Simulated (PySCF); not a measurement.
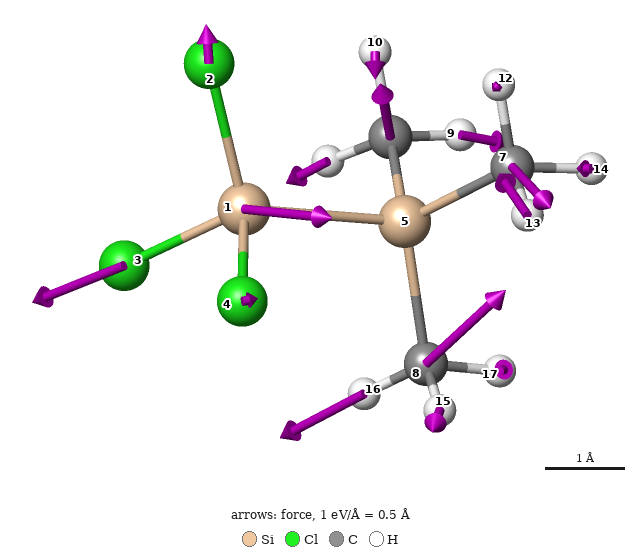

Starting geometry of C3H9Cl3Si2 with the computed forces as purple arrows. The picture is a ball-and-stick view, seen at a tilt.

The start comes from GFN2-xTB. Its atoms were then displaced at random by about 0.03 Å.

Method: PBE0-D3(BJ)/def2-SVP geometry optimisation, gas phase (PySCF). 

### Is this structure relaxed? If not, where do the atoms go?

It isn't relaxed: the largest force vector, on a Cl atom, is 3.21 eV/Å. The final displacements follow the starting forces only in part (cosine between the two patterns 0.47). After 7 geometry steps the energy has fallen by 15.1 kcal/mol. A Cl atom moves most after the best rigid fit: 0.19 Å. Largest moves by element: Cl 0.19 Å, H 0.13 Å, Si 0.09 Å, C 0.05 Å. Near-neighbour distances that change, for instance: Cl–Si 1.940 → 2.070 Å, C–H 1.184 → 1.101 Å, C–H 1.029 → 1.101 Å, Cl–Si 2.023 → 2.069 Å. Bond angles that change, for instance: H–C–H 101.3° → 108.1°, Cl–Si–Cl 101.1° → 107.3°, H–C–H 102.7° → 108.3°.
